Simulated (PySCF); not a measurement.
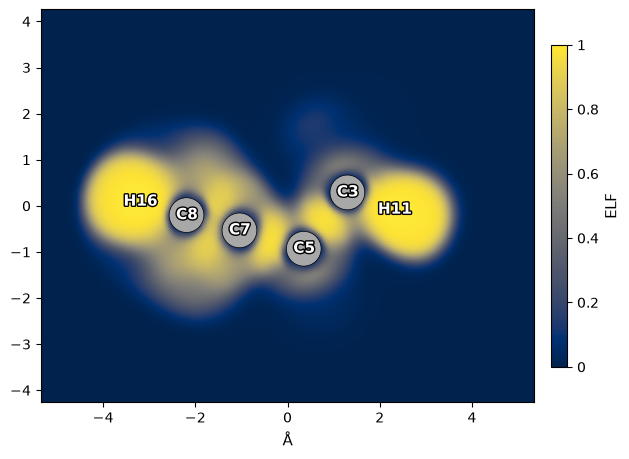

*C₅H₈BFO. ELF on the plane of atoms C3, C5 and C7. Grey discs cover the atomic cores.*

Geometry: GFN2-xTB.

All numbers below come from PySCF, CAM-B3LYP/def2-SVPD, SCF density, gas phase.

```yaml
atoms:
  - { symbol: B, position_ang: [-1.3603, 0.5783, -1.6533] }
  - { symbol: O, position_ang: [-0.6196, -0.0837, -0.7806] }
  - { symbol: C, position_ang: [-0.6046, 0.1631, 0.6051] }
  - { symbol: C, position_ang: [-0.7835, -1.1526, 1.3578] }
  - { symbol: C, position_ang: [0.7398, 0.8238, 0.9834] }
  - { symbol: F, position_ang: [0.7576, 2.1152, 0.4836] }
  - { symbol: C, position_ang: [1.8714, 0.0771, 0.4667] }
  - { symbol: C, position_ang: [2.8004, -0.5141, -0.0008] }
  - { symbol: H, position_ang: [-1.2218, 0.2576, -2.7706] }
  - { symbol: H, position_ang: [-2.1232, 1.4185, -1.3253] }
  - { symbol: H, position_ang: [-1.4050, 0.8712, 0.8713] }
  - { symbol: H, position_ang: [-1.7189, -1.6171, 1.0570] }
  - { symbol: H, position_ang: [-0.8011, -0.9794, 2.4308] }
  - { symbol: H, position_ang: [0.0338, -1.8277, 1.1152] }
  - { symbol: H, position_ang: [0.8117, 0.9236, 2.0767] }
  - { symbol: H, position_ang: [3.6157, -1.0450, -0.3935] }
```

> Read the bonding off the picture.

- Atoms in the plane: C and H.
- C–C (1.20 Å): the ELF peaks at about 0.80 between the atoms: a multiple bond.
- C–H (1.05 Å): the ELF climbs to about 1 towards the hydrogen, as it does in any bond to H; a covalent bond by its length.
